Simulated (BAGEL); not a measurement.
# UHF/6-311+G(d,p) (density fitting with qzvpp-jkfit) run of C2H7Si (SMILES C[SiH]C)

What is the energy change on altering one bond length of C2H7Si at UHF/6-311+G** (density fitting with qzvpp-jkfit)? 

The calculation is run with BAGEL 1.2.2.

1 further run of the same task is left out (set aside as unsound or not needed).

## Step 1: The structure to begin with

C2H7Si has 10 atoms, charge 0, and is taken as a doublet. As SMILES, `C[SiH]C`. The coordinates come from a PBE0-D4/def2-TZVP relaxation.

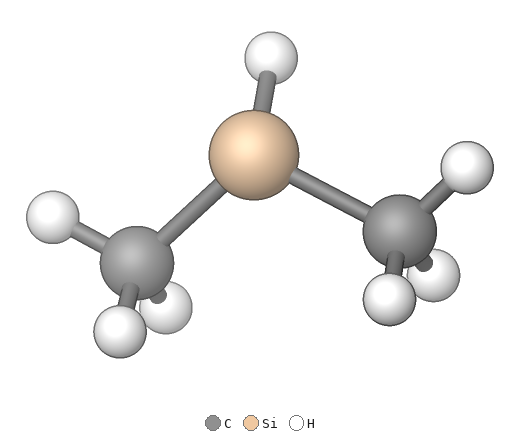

The structure, seen from a chosen angle (carbon grey, silicon light orange, hydrogen white).

## Step 2: The energy at UHF/6-311+G(d,p) (density fitting with qzvpp-jkfit)

Contents of hf.json:

```json
{ "bagel" : [

{
  "title" : "molecule",
  "basis" : "6-311+gss.json",
  "df_basis" : "qzvpp-jkfit",
  "angstrom" : "true",
  "geometry" : [
    { "atom" : "C", "xyz" : [   -1.065300,    0.729000,   -0.876200 ] },
    { "atom" : "Si", "xyz" : [    0.579500,    0.676400,    0.026300 ] },
    { "atom" : "C", "xyz" : [    0.745000,   -0.863300,    1.086800 ] },
    { "atom" : "H", "xyz" : [   -1.173700,   -0.143700,   -1.529000 ] },
    { "atom" : "H", "xyz" : [   -1.145400,    1.625300,   -1.494500 ] },
    { "atom" : "H", "xyz" : [   -1.899100,    0.727900,   -0.170400 ] },
    { "atom" : "H", "xyz" : [    1.707100,    0.752000,   -0.952200 ] },
    { "atom" : "H", "xyz" : [   -0.043500,   -0.905000,    1.841800 ] },
    { "atom" : "H", "xyz" : [    1.708100,   -0.884600,    1.600600 ] },
    { "atom" : "H", "xyz" : [    0.670300,   -1.765000,    0.469600 ] }
  ]
},
{ "title" : "uhf", "nopen" : 1 },
{ "title" : "print", "file" : "orbitals.molden", "orbitals" : "true" }

]}
```

The basis set 6-311+G** is read from a file made from the Basis Set Exchange's data (not shown).

On the command line:

```
$ BAGEL_NUM_THREADS=1 BAGEL hf.json > hf.out
```

Standard output:

```text
* using 1 threads per process

  ===============================================================
  ===============================================================

  *** Geometry ***

  { "atom" : "C", "xyz" : [     -2.013125,      1.377610,     -1.655778 ] },
  { "atom" : "Si", "xyz" : [      1.095096,      1.278211,      0.049700 ] },
  { "atom" : "C", "xyz" : [      1.407846,     -1.631401,      2.053754 ] },
  { "atom" : "H", "xyz" : [     -2.217972,     -0.271554,     -2.889391 ] },
  { "atom" : "H", "xyz" : [     -2.164492,      3.071372,     -2.824196 ] },
  { "atom" : "H", "xyz" : [     -3.588779,      1.375532,     -0.322009 ] },
  { "atom" : "H", "xyz" : [      3.225951,      1.421074,     -1.799397 ] },
  { "atom" : "H", "xyz" : [     -0.082203,     -1.710202,      3.480498 ] },
  { "atom" : "H", "xyz" : [      3.227841,     -1.671652,      3.024696 ] },
  { "atom" : "H", "xyz" : [      1.266683,     -3.335367,      0.887415 ] },

  Number of auxiliary basis functions:      404

  Since a DF basis is specified, we compute 2- and 3-index integrals:
    o Being stored without compression. Storage requirement is 0.043 GB

  Number of basis functions:      116
  Number of electrons      :       33

    * METHOD: MOLECULE                             0.21

  *** Open-shell HF ***

  === Nuclear Repulsion ===
   105.4280848282

      * DIIS with orbital gradients will be used.

  === UHF iteration (6-311+gss.json) ===
      0       -368.46517400          0.04824899           0.11
      1       -368.68707157          0.02338511           0.12
      2       -368.73223530          0.01054633           0.12
      3       -368.74348601          0.00123072           0.12
      4       -368.74406060          0.00020882           0.12
      5       -368.74409909          0.00007034           0.12
      6       -368.74410788          0.00002677           0.12
      7       -368.74411028          0.00001058           0.12
      8       -368.74411101          0.00000229           0.12
      9       -368.74411106          0.00000109           0.12
     10       -368.74411107          0.00000053           0.12
     11       -368.74411108          0.00000020           0.12
     12       -368.74411108          0.00000007           0.12
     13       -368.74411108          0.00000003           0.12
     14       -368.74411108          0.00000002           0.12
     15       -368.74411108          0.00000001           0.12
    * SCF iteration converged.

    * S^2 (UHF) is 0.7531

    * Permanent dipole moment:
           (    0.201405,     0.165218,    -0.051665) a.u.

    * METHOD: UHF                                  2.08

    * METHOD: PRINT                                0.03

  ===============================================================
```

It took 2.5 s on 1 thread of Arm Neoverse V1, shared host.

## Step 3: The distorted shape

Contents of calc.json:

```json
{ "bagel" : [

{
  "title" : "molecule",
  "basis" : "6-311+gss.json",
  "df_basis" : "qzvpp-jkfit",
  "angstrom" : true,
  "geometry" : [
    { "atom" : "C", "xyz" : [   -1.546863,    0.739650,   -1.133107 ] },
    { "atom" : "Si", "xyz" : [    0.097937,    0.687050,   -0.230607 ] },
    { "atom" : "C", "xyz" : [    0.263437,   -0.852650,    0.829893 ] },
    { "atom" : "H", "xyz" : [   -1.655263,   -0.133050,   -1.785907 ] },
    { "atom" : "H", "xyz" : [   -1.626963,    1.635950,   -1.751407 ] },
    { "atom" : "H", "xyz" : [   -2.380663,    0.738550,   -0.427307 ] },
    { "atom" : "H", "xyz" : [    1.225537,    0.762650,   -1.209107 ] },
    { "atom" : "H", "xyz" : [   -0.525063,   -0.894350,    1.584893 ] },
    { "atom" : "H", "xyz" : [    1.708100,   -0.884600,    1.600600 ] },
    { "atom" : "H", "xyz" : [    0.188737,   -1.754350,    0.212693 ] }
  ]
},
{
  "title" : "uhf",
  "charge" : 0,
  "nopen" : 1
},
{
  "title" : "print",
  "file" : "orbitals.molden",
  "orbitals" : true
}

]}
```

The basis set 6-311+G** is read from a file made from the Basis Set Exchange's data (not shown).

On the command line:

```
$ BAGEL_NUM_THREADS=1 BAGEL calc.json > calc.out
```

Standard output:

```text
* using 1 threads per process

  ===============================================================
  ===============================================================

  *** Geometry ***

  { "atom" : "C", "xyz" : [     -2.923147,      1.397736,     -2.141262 ] },
  { "atom" : "Si", "xyz" : [      0.185074,      1.298336,     -0.435784 ] },
  { "atom" : "C", "xyz" : [      0.497824,     -1.611275,      1.568270 ] },
  { "atom" : "H", "xyz" : [     -3.127994,     -0.251428,     -3.374875 ] },
  { "atom" : "H", "xyz" : [     -3.074514,      3.091497,     -3.309680 ] },
  { "atom" : "H", "xyz" : [     -4.498801,      1.395657,     -0.807493 ] },
  { "atom" : "H", "xyz" : [      2.315929,      1.441200,     -2.284881 ] },
  { "atom" : "H", "xyz" : [     -0.992225,     -1.690077,      2.995014 ] },
  { "atom" : "H", "xyz" : [      3.227841,     -1.671652,      3.024696 ] },
  { "atom" : "H", "xyz" : [      0.356661,     -3.315241,      0.401932 ] },

  Number of auxiliary basis functions:      404

  Since a DF basis is specified, we compute 2- and 3-index integrals:
    o Being stored without compression. Storage requirement is 0.043 GB

  Number of basis functions:      116
  Number of electrons      :       33

    * METHOD: MOLECULE                             0.21

  *** Open-shell HF ***

  === Nuclear Repulsion ===
   103.7753946975

      * DIIS with orbital gradients will be used.

  === UHF iteration (6-311+gss.json) ===
      0       -368.36269409          0.04826072           0.11
      1       -368.58430772          0.02653950           0.12
      2       -368.64018305          0.01376309           0.12
      3       -368.65992474          0.00151548           0.12
      4       -368.66067254          0.00053813           0.12
      5       -368.66075285          0.00013985           0.12
      6       -368.66077452          0.00004125           0.12
      7       -368.66077909          0.00001471           0.12
      8       -368.66078015          0.00000670           0.12
      9       -368.66078058          0.00000255           0.12
     10       -368.66078071          0.00000111           0.12
     11       -368.66078078          0.00000058           0.12
     12       -368.66078085          0.00000039           0.12
     13       -368.66078093          0.00000033           0.12
     14       -368.66078100          0.00000032           0.12
     15       -368.66078107          0.00000031           0.12
     16       -368.66078120          0.00000031           0.12
     17       -368.66078137          0.00000030           0.12
     18       -368.66078180          0.00000027           0.12
     19       -368.66078244          0.00000029           0.12
     20       -368.66078245          0.00000033           0.12
     21       -368.66078274          0.00000035           0.12
     22       -368.66078273          0.00000017           0.12
     23       -368.66078281          0.00000008           0.12
     24       -368.66078285          0.00000005           0.12
     25       -368.66078285          0.00000003           0.12
     26       -368.66078286          0.00000001           0.12
    * SCF iteration converged.

    * S^2 (UHF) is 0.7542

    * Permanent dipole moment:
           (    0.444837,     0.110352,     0.114803) a.u.

    * METHOD: UHF                                  3.41

    * METHOD: PRINT                                0.03

  ===============================================================
```

Run time: 3.9 s. Hardware: 1 thread of Arm Neoverse V1, shared host.

## Step 4: Results

Level: UHF/6-311+G** (density fitting with qzvpp-jkfit).

| quantity | value |
| --- | --- |
| first shape: total energy | -368.74411 Eh |
| first shape: dipole moment | 0.68 D |
| first shape: ⟨S²⟩ | 0.753 |
| distorted shape: total energy | -368.66078 Eh |
| distorted shape: dipole moment | 1.20 D |
| distorted shape: ⟨S²⟩ | 0.754 |
| energy change with the C3–H9 bond stretched from 1.092 to 1.638 Å | 2.267 eV |

In words: With the C3–H9 bond stretched from 1.092 to 1.638 Å the energy rises by 2.27 eV (52 kcal/mol). The first shape isn't relaxed at this level, so the change isn't measured from a minimum.
